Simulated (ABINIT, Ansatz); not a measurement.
# NaF (Villiaumite): zone-centre phonons, part 2 of 2

Which modes does NaF (Villiaumite) have at the zone centre?

ABINIT 10.8.3; DFT LDA, scalar-relativistic, plane waves, PseudoDojo norm-conserving pseudopotentials.

So far. Step 3 (Self-consistent run for the response): The cell stands at -0.98 GPa: the relaxation ran with a smoothed and higher cutoff and on another k mesh. Step 5 (Zone-centre response): The acoustic modes at Γ come out as far as 7.2 cm⁻¹ from zero, where they should vanish, a small numerical error; the Born charges miss their sum rule by 4.8e-4 e, which is good. The relaxed cell has a = 4.502 Å (conventional setting).

The database entry behind the starting cell differs from later determinations by our own check (0.1 to 0.3 % short, probably kX units), so it need not match the best structure at ambient conditions.

### Step 6. Zone-centre analysis

anaddb reads the merged derivatives, imposes the acoustic sum rule and charge neutrality, and adds the LO-TO term along chosen directions.

anaddb.abi

```
ddb_filepath "gamma_DDB"
output_file "anaddb.abo"
outdata_prefix "anaddb"
asr 1
chneut 1
enunit 2
eivec 1
nph1l 1
qph1l 0.0 0.0 0.0 1.0
dieflag 1
nph2l 3
qph2l 
    1.0 0.0 0.0 0.0
    0.0 0.0 1.0 0.0
    1.0 1.0 1.0 0.0
```

mrgddb.in

```
gamma_DDB
merged
2
dfpt_gammao_DS2_DDB
gso_DDB
```

On the command line:

```
$ mrgddb < mrgddb.in > mrgddb.log
$ OMP_NUM_THREADS=1 anaddb anaddb.abi > anaddb.log
```

anaddb.abo, the main output file:

```text
[banners, grids, parts of the stress and lines that vanish by symmetry left out]
-outvars_anaddb: echo values of input variables ----------------------

 Flags :
[...]
Dielectric Tensor and Effective Charges
[...]
Effective charge tensors after
[...]
Phonon wavevector (reduced coordinates) :  0.00000  0.00000  0.00000
 Phonon energies in Hartree :
[...]
Phonon energies in meV     :
-  0.000000E+00  0.000000E+00  0.000000E+00  3.424451E+01  3.424451E+01
-  3.424451E+01
 Phonon frequencies in cm-1    :
-  0.000000E+00  0.000000E+00  0.000000E+00  2.762006E+02  2.762006E+02
-  2.762006E+02
 Phonon frequencies in Thz     :
-  0.000000E+00  0.000000E+00  0.000000E+00  8.280287E+00  8.280287E+00
-  8.280287E+00
 Phonon energies in Kelvin  :
-  0.000000E+00  0.000000E+00  0.000000E+00  3.973911E+02  3.973911E+02
-  3.973911E+02
[...]
-  1  0.00000000E+00  2.79841487E-07 -3.61457270E-03
-     0.00000000E+00  0.00000000E+00  0.00000000E+00
-  2  0.00000000E+00  2.79840780E-07 -3.61456357E-03
-     0.00000000E+00  0.00000000E+00  0.00000000E+00
[...]
-  1  0.00000000E+00 -3.61457270E-03 -2.79841487E-07
-     0.00000000E+00  0.00000000E+00  0.00000000E+00
-  2  0.00000000E+00 -3.61456357E-03 -2.79840780E-07
-     0.00000000E+00  0.00000000E+00  0.00000000E+00
[...]
-  1  3.61457271E-03  0.00000000E+00  0.00000000E+00
-     0.00000000E+00  0.00000000E+00  0.00000000E+00
-  2  3.61456358E-03  0.00000000E+00  0.00000000E+00
-     0.00000000E+00  0.00000000E+00  0.00000000E+00
[...]
-  1  2.09524028E-07  3.96776909E-07 -3.28584536E-03
-     0.00000000E+00  0.00000000E+00  0.00000000E+00
-  2 -2.53543464E-07 -4.80136779E-07  3.97617697E-03
-     0.00000000E+00  0.00000000E+00  0.00000000E+00
[...]
-  1  2.04051200E-07 -3.28584536E-03 -3.96763897E-07
-     0.00000000E+00  0.00000000E+00  0.00000000E+00
-  2 -2.46920836E-07  3.97617697E-03  4.80121034E-07
-     0.00000000E+00  0.00000000E+00  0.00000000E+00
[...]
-  1  3.28584538E-03  2.04025898E-07  2.09548666E-07
-     0.00000000E+00  0.00000000E+00  0.00000000E+00
-  2 -3.97617699E-03 -2.46890218E-07 -2.53573279E-07
-     0.00000000E+00  0.00000000E+00  0.00000000E+00
[...]
-     1         -0.000000     0.000000    -0.000002     0.000002
-     2          0.000000    -0.000002    -0.000000     0.000002
-     3          0.000002     0.000000     0.000000     0.000002
-     4          0.000090     0.000170    -1.406058     1.406058
-     5          0.000087    -1.406058    -0.000170     1.406058
-     6          1.406058     0.000087     0.000090     1.406058
[...]
-   1     Real    0.0000E+00  0.0000E+00  0.0000E+00  0.0000E+00  0.0000E+00  0.0000E+00  0.0000E+00
[...]
-   2     Real    0.0000E+00  0.0000E+00  0.0000E+00  0.0000E+00  0.0000E+00  0.0000E+00  0.0000E+00
[...]
-   3     Real    0.0000E+00  0.0000E+00  0.0000E+00  0.0000E+00  0.0000E+00  0.0000E+00  0.0000E+00
[...]
-   4     Real    2.1388E-13  7.6700E-13  5.2602E-05  4.0503E-13 -3.3542E-09 -6.3518E-09  5.2602E-05
[...]
-   5     Real    2.0285E-13  5.2602E-05  7.6695E-13 -3.2666E-09 -3.9444E-13  6.3516E-09  5.2602E-05
[...]
-   6     Real    5.2602E-05  2.0280E-13  2.1393E-13  3.2662E-09  3.3546E-09  2.0829E-13  5.2602E-05
[...]
Phonon at Gamma, with non-analyticity in the
[...]
Phonon energies in Hartree :
[...]
Phonon energies in meV     :
-  0.000000E+00  0.000000E+00  0.000000E+00  3.424451E+01  3.424451E+01
-  5.309377E+01
 Phonon frequencies in cm-1    :
-  0.000000E+00  0.000000E+00  0.000000E+00  2.762006E+02  2.762006E+02
-  4.282302E+02
 Phonon frequencies in Thz     :
-  0.000000E+00  0.000000E+00  0.000000E+00  8.280287E+00  8.280287E+00
-  1.283802E+01
 Phonon energies in Kelvin  :
-  0.000000E+00  0.000000E+00  0.000000E+00  3.973911E+02  3.973911E+02
-  6.161277E+02
[...]
-  1  0.00000000E+00  2.79803808E-07 -3.61457270E-03
-     0.00000000E+00  0.00000000E+00  0.00000000E+00
-  2  0.00000000E+00  2.79803101E-07 -3.61456357E-03
-     0.00000000E+00  0.00000000E+00  0.00000000E+00
[...]
Phonon at Gamma, with non-analyticity in the
[...]
Phonon energies in Hartree :
[...]
Phonon energies in meV     :
-  0.000000E+00  0.000000E+00  0.000000E+00  3.424451E+01  3.424451E+01
-  5.309377E+01
 Phonon frequencies in cm-1    :
-  0.000000E+00  0.000000E+00  0.000000E+00  2.762006E+02  2.762006E+02
-  4.282302E+02
 Phonon frequencies in Thz     :
-  0.000000E+00  0.000000E+00  0.000000E+00  8.280287E+00  8.280287E+00
-  1.283802E+01
 Phonon energies in Kelvin  :
-  0.000000E+00  0.000000E+00  0.000000E+00  3.973911E+02  3.973911E+02
-  6.161277E+02
[...]
Phonon at Gamma, with non-analyticity in the
[...]
Phonon energies in Hartree :
[...]
Phonon energies in meV     :
-  0.000000E+00  0.000000E+00  0.000000E+00  3.424451E+01  3.424451E+01
-  5.309377E+01
 Phonon frequencies in cm-1    :
-  0.000000E+00  0.000000E+00  0.000000E+00  2.762006E+02  2.762006E+02
-  4.282302E+02
 Phonon frequencies in Thz     :
-  0.000000E+00  0.000000E+00  0.000000E+00  8.280287E+00  8.280287E+00
-  1.283802E+01
 Phonon energies in Kelvin  :
-  0.000000E+00  0.000000E+00  0.000000E+00  3.973911E+02  3.973911E+02
-  6.161277E+02
[...]
-  1  3.86421121E-04 -3.50277991E-03 -8.03953142E-04
-     0.00000000E+00  0.00000000E+00  0.00000000E+00
-  2  3.86418218E-04 -3.50277300E-03 -8.03953039E-04
-     0.00000000E+00  0.00000000E+00  0.00000000E+00
[...]
-  1  3.58956512E-03  3.36671046E-04  2.58462705E-04
-     0.00000000E+00  0.00000000E+00  0.00000000E+00
-  2  3.58955811E-03  3.36672253E-04  2.58464109E-04
-     0.00000000E+00  0.00000000E+00  0.00000000E+00
[...]
-  1  4.65912847E-04  2.05518341E-03 -2.52109625E-03
-     0.00000000E+00  0.00000000E+00  0.00000000E+00
-  2 -5.63797662E-04 -2.48696212E-03  3.05075978E-03
-     0.00000000E+00  0.00000000E+00  0.00000000E+00
[...]
-  1  2.64211629E-03 -1.72455051E-03 -9.17565786E-04
-     0.00000000E+00  0.00000000E+00  0.00000000E+00
-  2 -3.19720523E-03  2.08686571E-03  1.11033952E-03
-     0.00000000E+00  0.00000000E+00  0.00000000E+00
[...]
Direction                     Dielectric constant
[...]
0.00000   0.00000   1.00000      4.64318918
   1.00000   1.00000   1.00000      4.64318918
-
```

Elapsed: 0.5 s, on 1 thread of Arm Neoverse V1, shared host.

This step gave:

- highest optical zone-centre mode (no LO-TO term): 276.2 cm⁻¹
- lowest optical zone-centre mode: 276.2 cm⁻¹
- mean static dielectric constant: 4.643
- highest mode moved by the LO-TO term: 428.2 cm⁻¹

No LO-TO term; unit eigenvectors of the mass-weighted matrix, from anaddb's displacements. Modes at Γ, with each element's share of the kinetic energy:

```
mode  frequency (cm⁻¹)  symmetry  Na %  F %
   1               0.0  acoustic    55   45
   2               0.0  acoustic    55   45
   3               0.0  acoustic    55   45
   4             276.2       T1u    45   55
   5             276.2       T1u    45   55
   6             276.2       T1u    45   55
```

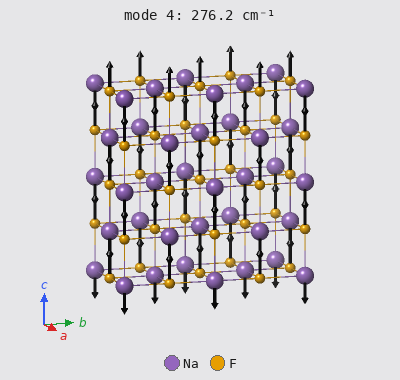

Displacement patterns of mode 4 at Γ; arrows are exaggerated. 1×2×2 conventional cells are drawn. Some periodic images of atoms are drawn too.

Trace of the oscillator strength, degenerate modes summed. Infrared lines, with heights relative to the strongest:

```
position (cm⁻¹)  lines merged  IR intensity, relative
            276             3                     100
```

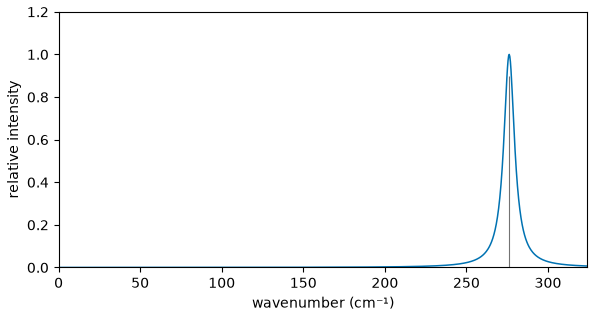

The infrared spectrum, broadened with Lorentzians of width 8 cm⁻¹; bars mark the lines.

Static dielectric tensor (ions relaxed, fixed cell):

```
4.64 0.00 0.00
0.00 4.64 0.00
0.00 0.00 4.64
```

The rule moves no optical mode by more than 0.1 cm⁻¹.

### Step 7. Cross-check with Ansatz

The same cell, potentials and cutoff go through another code, on another k mesh. Its k mesh is centred on Γ.

This step: DFT LDA, scalar-relativistic, plane waves, PseudoDojo norm-conserving pseudopotentials (Ansatz 0.2.0).

input.yaml

```yaml
crystal:
  lattice:
    - [0.0, 2.2509074406, 2.2509074406]
    - [2.2509074406, 0.0, 2.2509074406]
    - [2.2509074406, 2.2509074406, 0.0]
  atoms:
    - { symbol: Na, position: [0.0, 0.0, 0.0] }
    - { symbol: F, position: [0.5, 0.5, 0.5] }
kpoints:
  mp_grid: { grid: [8, 8, 8] }
hamiltonian:
  xc: lda
  pseudopotentials: { kind: nc, accuracy: standard }
scf:
  occupations: { method: fixed }
output:
  eigenvalues: true
basis:
  ecutwfc: 1034.033
phonons:
  method: dfpt
  dielectric: true
  rigid_motions: translations
```

On the command line:

```
$ ansatz run input.yaml --threads 4 --pin off --max-ram 8192MiB --backend cpu --events-out ev --progress --plain --runs-dir out
```

Output:

```text
Warning: basis.ecutwfc = 1034.033 eV is below the records' recommended 1197.300995 eV, and the density's cutoff is lower with it unless basis.ecutrho_ratio is high enough to keep the records' density cutoff: compare with a run at a higher cutoff
Engine: ansatz 0.2.0, aarch64-unknown-linux-gnu
Pseudopotentials: kind: nc
Pseudopotential: Na, nc, valence charge 9, recommended cutoff 1197.300995 eV (normal), Na.nc.azcp (PseudoDojo's, or run here from an input of PseudoDojo's; its table is named by hamiltonian.pseudopotentials.accuracy)
Pseudopotential: F, nc, valence charge 7, recommended cutoff 1142.878222 eV (normal), F.nc.azcp (PseudoDojo's, or run here from an input of PseudoDojo's; its table is named by hamiltonian.pseudopotentials.accuracy)
Functional definition: SPW92
  exchange = slater_x
  correlation = pw_c
Crystal: 2 atoms, lattice volume = 22.809 Å³
Basis set: ecut = 1034.033 eV, 1759 PW (Γ), exchange–correlation on 72×72×72 points (8 copies of the dense FFT grid, shifted against one another)
Bands: 12, of which v1, the nominal top of the filled ones, is band 8 counted from 1 (7 counted from 0)
Symmetry: 48 space group operations
k-points: 59 of 512 (irreducible under 8 space group operations, time reversal used)
Non-local potential: Na, projectors of the file, l = 0: 2, l = 1: 2
Non-local potential: F, projectors of the file, l = 0: 2, l = 1: 2, l = 2: 1
Initial density: superposition of atomic densities (chi_scale 0.1, normalization cell, long waves kept (reshape's long-wave potential 0.00 eV rms))
Initial wavefunctions: pseudopotential atomic-orbital guess
Functional: x = slater, c = lda
SCF iter   1: F=—  HF=-1916.155968 eV  |F-HF|=—  |Δ(HF+E_count)|=         —  Δρ=2.27e-1  dr2=7.60e0  ethr=3.10e-3  ⟨swp⟩=4.9  Hψ=3629  notcnv=0  defer=111
preconditioner: auto → none  [insulator: Δε(μ)=3.654 eV  Ē_g=27.665 eV  n_scr=8 (ndim 8)  ℏωp=29.1 eV  f_vac=0.000  ε∞_Penn≈2.1]
SCF iter   2: F=—  HF=-1913.645107 eV  |F-HF|=—  |Δ(HF+E_count)|=    2.51e0  Δρ=1.04e-1  dr2=1.41e0  ethr=3.10e-3  ⟨swp⟩=3.3  Hψ=2024  notcnv=0  defer=116
SCF iter   3: F=—  HF=-1913.215899 eV  |F-HF|=—  |Δ(HF+E_count)|=   4.29e-1  Δρ=1.97e-2  dr2=6.18e-2  ethr=3.10e-3  ⟨swp⟩=2.5  Hψ=1166  notcnv=0  defer=116
SCF iter   4: F=—  HF=-1913.189716 eV  |F-HF|=—  |Δ(HF+E_count)|=   2.62e-2  Δρ=7.69e-3  dr2=4.24e-3  ethr=3.86e-4  ⟨swp⟩=2.2  Hψ=1210  notcnv=0  defer=116
SCF iter   5: F=—  HF=-1913.188817 eV  |F-HF|=—  |Δ(HF+E_count)|=   8.99e-4  Δρ=6.62e-4  dr2=9.52e-5  ethr=2.65e-5  ⟨swp⟩=2.3  Hψ=922  notcnv=0  defer=116
SCF iter   6: F=—  HF=-1913.188799 eV  |F-HF|=—  |Δ(HF+E_count)|=   1.79e-5  Δρ=1.91e-4  dr2=6.43e-6  ethr=5.95e-7  ⟨swp⟩=2.2  Hψ=955  notcnv=0  defer=102
SCF iter   7: F=—  HF=-1913.188797 eV  |F-HF|=—  |Δ(HF+E_count)|=   1.77e-6  Δρ=2.07e-5  dr2=2.56e-8  ethr=4.02e-8  ⟨swp⟩=2.2  Hψ=909  notcnv=0  defer=5
SCF iter   8: F=—  HF=-1913.188800 eV  |F-HF|=—  |Δ(HF+E_count)|=   3.03e-6  Δρ=5.36e-6  dr2=4.80e-9  ethr=1.60e-10  ⟨swp⟩=2.1  Hψ=989  notcnv=0
SCF iter   9: F=-1913.188800 eV  HF=-1913.188800 eV  |F-HF|=9.78e-12  |Δ(HF+E_count)|=   1.52e-9  Δρ=4.78e-7  dr2=1.35e-11  ethr=1.00e-12  ⟨swp⟩=6.3  Hψ=4547  notcnv=0
SCF 1 converged in 9 iterations: F = -1913.188800 eV  dr2 = 1.35e-11
DFPT response loops at Γ: preconditioner auto → none (the input reference at scf.mixing.eps_inf says where Resta's filter doesn't serve); β = 0.50; Broyden in place of MSR1
SCF converged after 9 iterations
Free energy (F): -1913.188800 eV
Harris-Foulkes:  -1913.188800 eV  (|F-HF|=9.78e-12)
Internal energy: -1913.188800 eV  (E = F + TS)
E sigma→0 (E₀):  -1913.188800 eV
Fermi energy:    1.164665 eV
--- Per-component energies (eV) ---
  E_band       = -226.813305
  E_kinetic    = 1197.940148
  E_local      = -1719.892048  (includes V_loc(G=0)·N_el)
  E_nonlocal   = -479.042508
  E_hartree    = 591.287072
  E_xc         = -330.641904
  E_vxc        = -408.392913  (∫ρ·V_xc dr)
  E_ewald      = -1172.839560
  E_smearing   = -0.000000  (= −TS)
  E_closure    = -0.000000  (closes the sum)
  Σ components = -1913.188800   (vs F -1913.188800, Δ=0.00e0)
--- Band table (eV; the first three rows and the last of 59) ---
  k-point 0: bands = [... 4 lower, -17.3854, 1.1647, 1.1647, 1.1647, 7.6445, 20.4269, 20.4269, 20.4269]
  k-point 1: bands = [... 4 lower, -17.1155, 0.8200, 1.1182, 1.1182, 8.2285, 18.6102, 20.6985, 20.6985]
  k-point 2: bands = [... 4 lower, -16.7710, 0.1227, 1.0077, 1.0077, 9.6056, 16.4995, 21.3158, 21.3158]
  k-point 58: bands = [... 4 lower, -16.8083, 0.1596, 0.1596, 0.4942, 14.5735, 14.5735, 17.0124, 18.7496]
--- Phonons (Γ-DFPT): 2 representative perturbations + reference, on 59 of 512 k-points (Σ response iterations 6) ---
  k mesh reduced under 8 symmetry operations, with k and −k counted as one. Each operation leaves every solved perturbation unchanged. A smaller set is not considered because the run solves the response to a homogeneous field
  ASR residual: 7.389e-4 → 0.000e0 eV/Å²; symmetrization residual: 4.417e-6 eV/Å²
  ASR residual per site (eV/Å²): 7.39e-4 4.14e-4
  Γ frequencies (cm⁻¹): 0.00 0.00 0.00 276.15 276.15 276.15
  ε∞ (high-frequency dielectric tensor):
        1.931505     0.000000    -0.000000
        0.000000     1.931505    -0.000000
       -0.000000     0.000000     1.931505
  ε⁰ (static dielectric tensor: ions relaxed, cell fixed):
        4.644883     0.000000    -0.000000
        0.000000     4.644883     0.000000
       -0.000000     0.000000     4.644883
  ε⁰ − ε∞ (ionic part):
        2.713378     0.000000    -0.000000
        0.000000     2.713378     0.000000
       -0.000000     0.000000     2.713378
  softest optical mode at Γ: 276.15 cm⁻¹; the repairs (sum rule, projections) moved no ω² at Γ by more than (3.02 cm⁻¹)²
  Born effective charges Z* (e; rows j = field, columns β = displacement):
    site 0:
         0.99886    0.00000   -0.00000
         0.00000    0.99886    0.00000
         0.00000   -0.00000    0.99886
    site 1:
        -0.99886   -0.00000    0.00000
        -0.00000   -0.99886   -0.00000
         0.00000    0.00000   -0.99886
  Z* charge neutrality: 6.525e-5 e pre-enforcement
  k-mesh period / interband length: 25.5 Å / 0.88 Å = 28.91 at k = (0.0000, 0.0000, 0.0000), direct gap 6.480 eV — 14 or more, which is no proof of convergence
  optical modes at Γ without the LO–TO term, one row a degenerate level:
      ω (cm⁻¹)  modes    IR ((D/Å)²/amu)
        276.15      3             6.6385
  optical modes at Γ + LO–TO along q̂ = [1.0000, 0.0000, 0.0000]:
      ω (cm⁻¹)  modes    IR ((D/Å)²/amu)
        276.15      2             4.4257
        428.24      1             2.2128
  optical modes at Γ + LO–TO along q̂ = [0.0000, 1.0000, 0.0000]:
      ω (cm⁻¹)  modes    IR ((D/Å)²/amu)
        276.15      2             4.4257
        428.24      1             2.2128
  optical modes at Γ + LO–TO along q̂ = [0.0000, 0.0000, 1.0000]:
      ω (cm⁻¹)  modes    IR ((D/Å)²/amu)
        276.15      2             4.4257
        428.24      1             2.2128
```

Wall time 5.8 s (4 threads); peak memory 0.45 GiB.

Numbers from this step:

| Quantity | Value |
| --- | --- |
| sum-rule residual before enforcement | 7.39e-4 eV/Å² |
| miss of the charge sum rule | 6.53e-5 e |
| highest optical zone-centre mode (no LO-TO term) | 276.1 cm⁻¹ |
| lowest optical zone-centre mode | 276.1 cm⁻¹ |
| mean high-frequency dielectric constant | 1.931 |
| largest Born charge in size (third of the trace) | 0.9989 e |
| mean static dielectric constant | 4.645 |

Transverse modes. Infrared lines, with heights relative to the strongest:

```
position (cm⁻¹)  label  IR intensity ((D/Å)²/amu), degenerate modes summed, relative
            276    T1u                                                           100
```

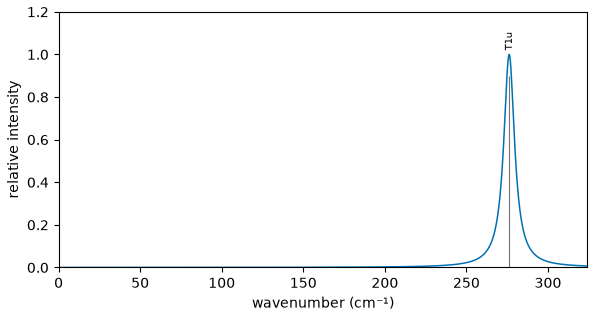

The infrared spectrum, broadened with Lorentzians of width 8 cm⁻¹; bars mark the lines.

### Step 8. The two compared: ABINIT PseudoDojo and Ansatz, PseudoDojo

Worked out from the results:

```
root-mean-square difference : 0.05 cm⁻¹
largest difference          : 0.05 cm⁻¹
```

Frequencies side by side, by row:

```
q (reciprocal lattice)  mode  ABINIT PseudoDojo (cm⁻¹)  Ansatz, PseudoDojo (cm⁻¹)
                 0 0 0     1                         0                          0
                 0 0 0     2                         0                          0
                 0 0 0     3                         0                          0
                 0 0 0     4                     276.2                      276.1
                 0 0 0     5                     276.2                      276.1
                 0 0 0     6                     276.2                      276.1
```

The two runs side by side. Further quantities:

```
                                                                               quantity  ABINIT PseudoDojo  Ansatz, PseudoDojo
                                                                                mean ε∞              1.932               1.931
largest Born charge in size (e; the first before, the second after the charge sum rule)              0.999               0.999
                                                       summed IR intensity ((D/Å)²/amu)              6.637               6.638
```

At the zone centre the largest difference (acoustic modes at Γ apart) is 0.02 % of the highest mode.

### Step 9. Summary of results

```yaml
space_group_after_relaxation: Fm-3m
volume_per_atom: 11.4 Å³
highest_optical_zone_centre_mode_no_lo_to_term: 276.2 cm⁻¹
highest_mode_moved_by_the_lo_to_term: 428.2 cm⁻¹
mean_high_frequency_dielectric_constant: 1.93
largest_born_charge_in_size_third_of_the_trace: 0.999 e
mean_static_dielectric_constant: 4.64
imaginary_optical_modes_at_the_zone_centre_no_q_mesh_in_this_session: none
largest_difference_from_ansatz_pseudodojo: 0.05 cm⁻¹
```

What this shows: At the LDA level the optical modes of NaF (Villiaumite) at the zone centre (no LO-TO term) lie at 276 cm⁻¹. The base run prints -0.98 GPa, mostly the error of a finite basis; the relaxation, with a smoothed and higher cutoff, had brought the cell to rest. Along the directions run, the highest mode that the macroscopic field moves lies at 428 cm⁻¹. Lattice motion raises the mean dielectric constant from 1.932 to 4.643. The Born charge of F is -0.9985 e against a formal charge of -1, close to the ionic value. The Lyddane-Sachs-Teller relation holds: (ωLO/ωTO)² is 2.40 and ε₀/ε∞ is 2.40. ABINIT PseudoDojo and Ansatz, PseudoDojo agree to 0.05 cm⁻¹ (0.02 % of the highest mode compared) on all solved modes but the acoustic ones at Γ, without the LO-TO term. These are harmonic frequencies at zero temperature: anharmonic shifts and linewidths and thermal expansion are left out. Ansatz warns that the cutoff lies 14 % under the one recommended for these files; agreement at one cutoff is not convergence.

[Host names and launcher messages were left out of these logs when they were recorded.]

[Logs are printed without paths, hosts, clocks, repeated set-up lines and the standing remarks that a program may print on its own settings, such as how far it seeks lower states.]

[Hosts, paths, dates, database ids (printed as entryN), source tags and the programs' standing remarks are cut or masked in the printed files.]
